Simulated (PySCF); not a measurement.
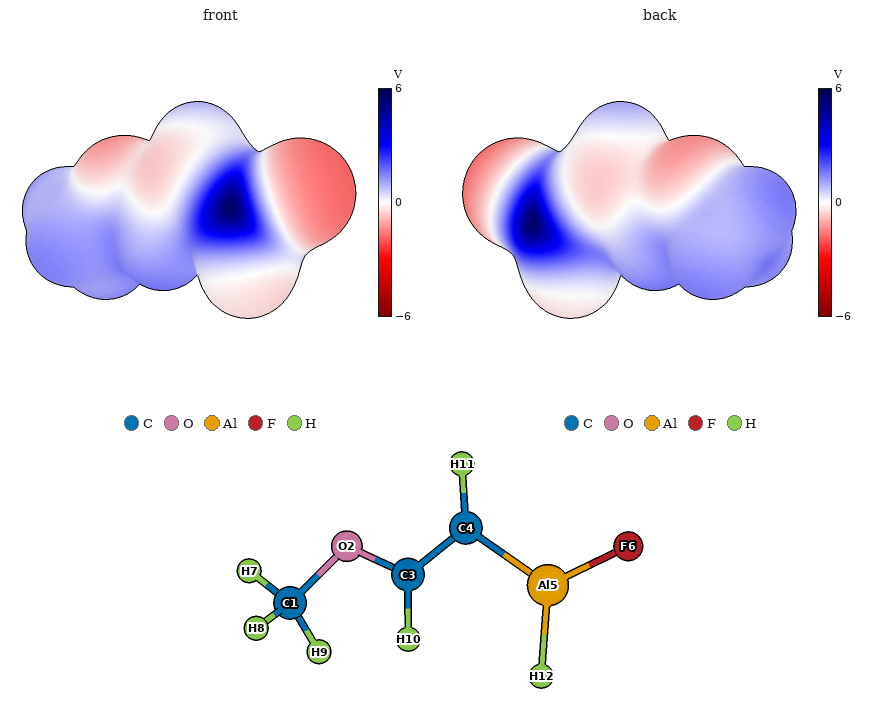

*C₃H₆AlFO. The molecular electrostatic potential painted on the density surface at 0.004 e/bohr³, seen from the front and from behind; red is negative and blue positive. The bare structure is drawn below in the same view.*

Geometry: GFN2-xTB.

Level of theory: PBE0/pcSseg-1, SCF density, gas phase, non-relativistic in PySCF 2.14.0.

| atom | x (Å) | y (Å) | z (Å) |
| --- | --- | --- | --- |
| C | -2.3216 | 0.5073 | 0.0262 |
| O | -1.0893 | 0.7838 | -0.5974 |
| C | -0.0102 | 0.1223 | -0.1274 |
| C | 1.2306 | 0.2932 | -0.6040 |
| Al | 2.5939 | -0.8220 | 0.2383 |
| F | 4.1939 | -0.8918 | -0.1478 |
| H | -3.0803 | 1.0486 | -0.5359 |
| H | -2.3242 | 0.8531 | 1.0652 |
| H | -2.5476 | -0.5635 | 0.0040 |
| H | -0.2013 | -0.5840 | 0.6805 |
| H | 1.3487 | 1.0157 | -1.4097 |
| H | 2.2085 | -1.7633 | 1.3819 |

Question: Where is the surface potential most negative and most positive?

Answer: The most negative region (about −1.7 V) lies over F6, the most positive (about +5.3 V) over Al5.

Question: What dipole moment does the calculation give?

Answer: Its dipole moment is 3.88 D.
